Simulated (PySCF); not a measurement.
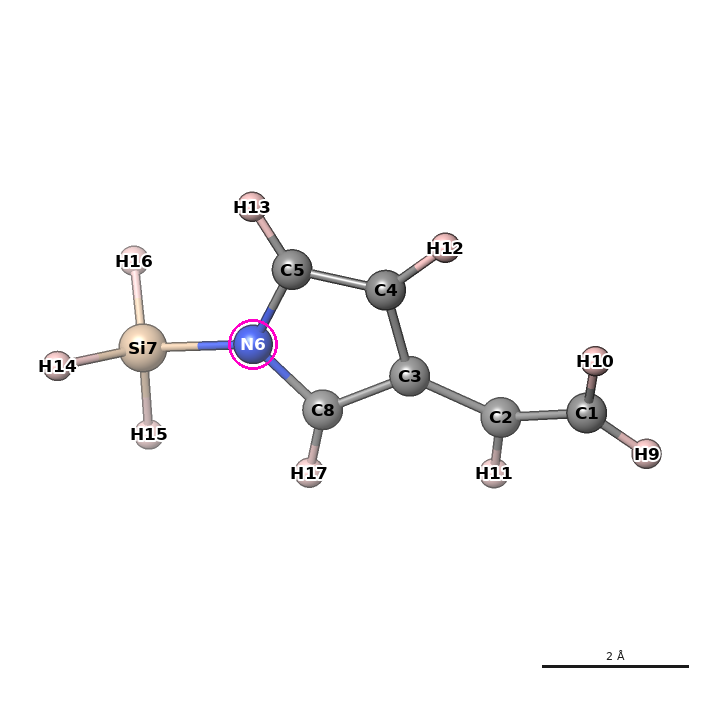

Orthographic view. Atoms fade into the background with distance from the viewer. Geometry: a frame of a GFN2-xTB molecular-dynamics simulation, not a minimum.

Q: Which atoms are bonded to the circled atom?

A: The circled atom is N6; it is bonded to C5, Si7, C8.

Q: Of C2 and H11, which is nearer the viewer?

A: C2; the bond to H11 points away from the viewer, so it looks shorter than its 1.11 Å.

Q: What is the shortest path along bonds from the circled atom to H11?

A: N6–C8–C3–C2–H11, 4 bonds; through space the two are 3.85 Å apart.

Q: Which two atoms are farthest apart in space?

A: H9 and H14, 8.21 Å.
